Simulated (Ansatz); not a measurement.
## SnN$_{2}$H$_{6}$: single-point calculation

SnN$_{2}$H$_{6}$, computed with RKS PBE0-D4/def2-TZVPP (Ansatz 0.2.0).

The geometry is the reactant side of a reaction. The reaction was set up to form N2–H4 and to break Sn1–N2 and N3–H4 (atoms counted from 1 in the order of the input); sticks are drawn by distance alone. The geometry comes from this level: PBE0-D4/def2-TZVP.

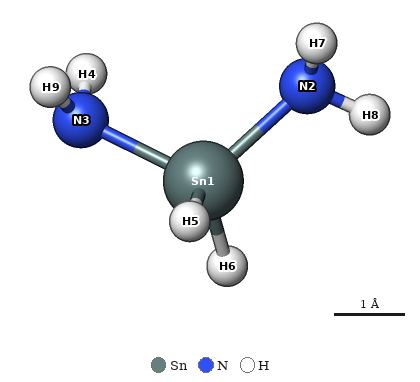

Fig. 1: The structure (ball-and-stick view, seen on its broad side; atoms are numbered from 1 in the order of the input). Sticks mark near contacts.

## Summary

```json
{"quantity": "outcome", "value": "converged"}
{"quantity": "total energy", "value": "−8907.3108 eV"}
{"quantity": "mean-field energy", "value": "−8907.1852 eV"}
{"quantity": "dispersion energy", "value": "−0.1255 eV"}
{"quantity": "SCF solution under orbital rotations", "value": "stable"}
{"quantity": "HOMO", "value": "−7.14 eV"}
{"quantity": "LUMO", "value": "0.14 eV"}
{"quantity": "hardware", "value": "4 threads of Intel Xeon @ 2.50GHz, 180 GiB of memory available, shared host"}
{"quantity": "wall time", "value": "2.9 s (CPU time 9.7 s)"}
{"quantity": "peak memory", "value": "0.41 GiB"}
```

## Input file
```yaml
crystal:
  periodic: [false, false, false]
  atoms:
    - {symbol: Sn, position_ang: [-0.384511, 0.181834, 0.562501]}
    - {symbol: N, position_ang: [1.518894, -0.497530, 0.346138]}
    - {symbol: N, position_ang: [-1.338594, 0.023409, -1.213590]}
    - {symbol: H, position_ang: [-1.062669, -0.796298, -1.739427]}
    - {symbol: H, position_ang: [-0.498923, 1.834341, 0.998474]}
    - {symbol: H, position_ang: [-1.108914, -0.879897, 1.681721]}
    - {symbol: H, position_ang: [2.171773, 0.182701, -0.020437]}
    - {symbol: H, position_ang: [1.915310, -0.878020, 1.195937]}
    - {symbol: H, position_ang: [-1.212566, 0.829560, -1.811318]}
basis:
  gaussian: {orbitals: def2-TZVPP}
hamiltonian: {xc: pbe0, dispersion: d4}
output: {orbitals: {seedname: orbitals}}
```

Launched with:
```bash
ansatz run in.yaml --threads 4 --pin off --events-out ev --progress --plain --max-ram 9574MiB
```

## Output
```
Functional definition: PBE0
  name "PBE0"
  cite "Adamo & Barone, J. Chem. Phys. 110, 6158 (1999) doi:10.1063/1.478522"
  cite "Perdew, Burke & Ernzerhof, Phys. Rev. Lett. 77, 3865 (1996) doi:10.1103/PhysRevLett.77.3865"
  parent pbe
  parameter a = 0.25
  parameter kappa = 0.804
  parameter beta = 0.06672455060314922
  exchange = (1 - a)*pbe_x(kappa = kappa, mu = beta*pi^2/3) + a*exact_x
  correlation = pbe_c(beta = beta)
1125 factors; their error is unknown
mean field evaluation 1: about -8894.0676 eV, gradient 8.3e1 eV
mean field evaluation 2: about -8864.7812 eV, gradient 1.3e2 eV
mean field evaluation 4: about -8907.0826 eV, gradient 4.0e0 eV
mean field evaluation 8: about -8907.1851 eV, gradient 3.2e-1 eV
mean field evaluation 16: about -8907.1852 eV, gradient 3.2e-5 eV
mean field -8907.18518735 eV, -327.3330181283 hartree, gradient 3.2e-5 eV, S^2 0.000000; 0 other end points of the search recorded, 0 dependent functions left out
reference -8907.18522335 eV, -327.3330194511 hartree; 21, 21 occupied and 175, 175 virtual orbitals, 1125 factors
Total energy: -8907.31075751 eV, -327.3376327466 hartree
```

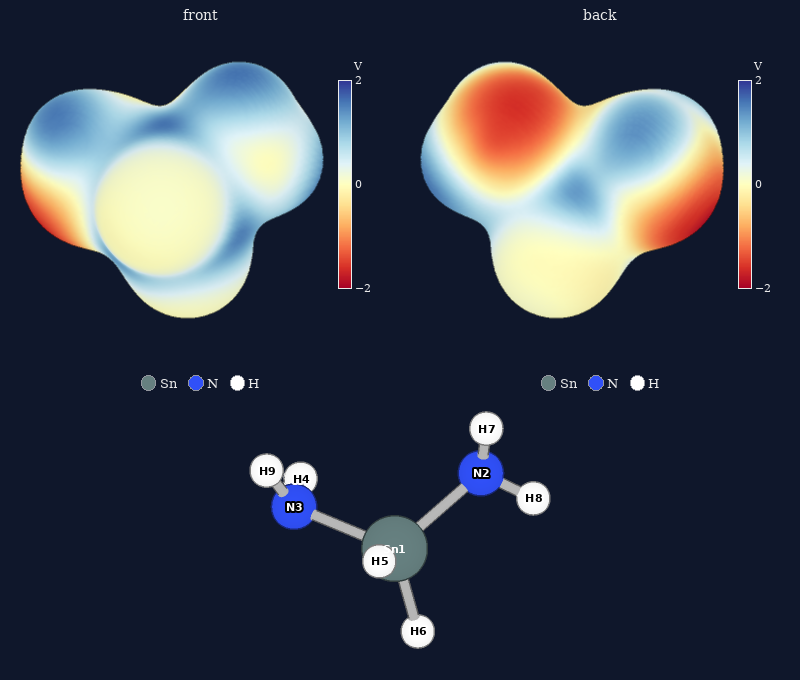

Fig. 2: The molecular electrostatic potential painted on the density surface at 0.002 e/bohr³, seen at a tilt and from behind; red is negative and blue positive. The bare structure is drawn below in the same view. A positive charge is drawn to the negative regions and a negative charge to the positive ones.

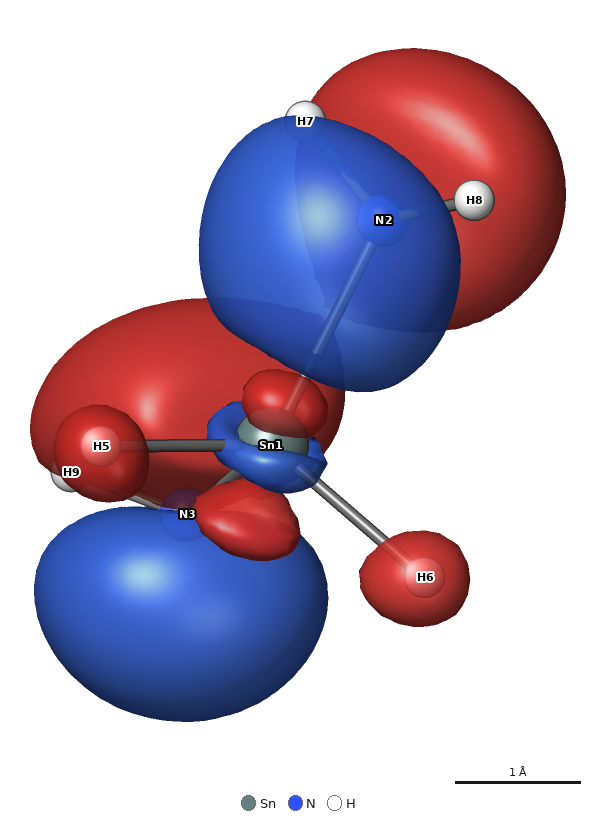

Fig. 3: One frontier orbital at ±0.08 Å⁻³ᐟ² (blue and red are the two phases), seen at an oblique angle. The HOMO−1, at −7.26 eV.

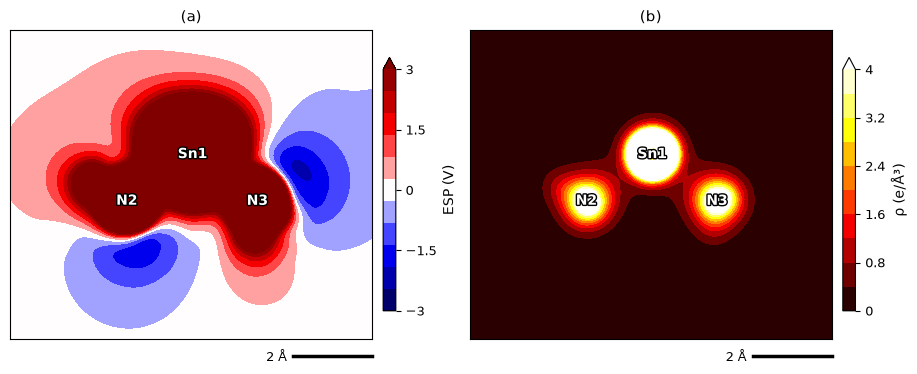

Fig. 4: (a) molecular electrostatic potential; (b) electron density on the plane of atoms N2, Sn1 and N3. The section cuts through Sn and N sites. Sn–N (2.02 Å): ρ at the midpoint is about 0.81 e/Å³.

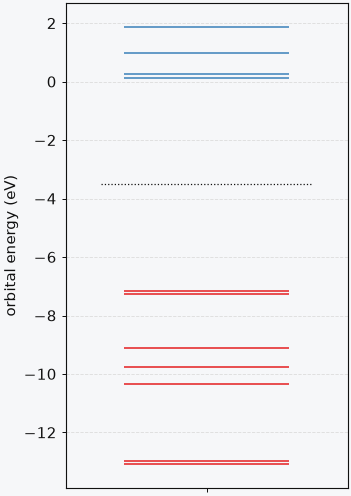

Fig. 5: Orbital energies near the frontier; the dotted line parts filled from empty levels, and levels within 0.02 eV of each other stand side by side. Highest filled −7.14 eV, lowest empty 0.14 eV, 7.28 eV apart.
